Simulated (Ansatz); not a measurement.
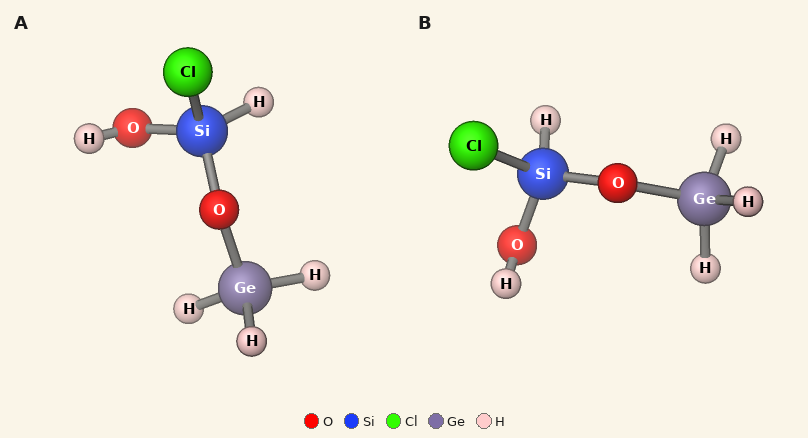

Atoms fade into the background with distance from the viewer. Computed geometry: PBE-D4/def2-SVP optimisation. No frequency run is at hand to confirm it as a minimum.

Q: How are A and B related: the same structure turned, mirror images, conformers, diastereomers or constitutional isomers?

A: They are the same structure, ClGeH5O2Si (O[Si@@H](Cl)[O][GeH3]), seen from two directions: a rotation takes one into the other. The geometry is chiral (C1), so its mirror image would differ.
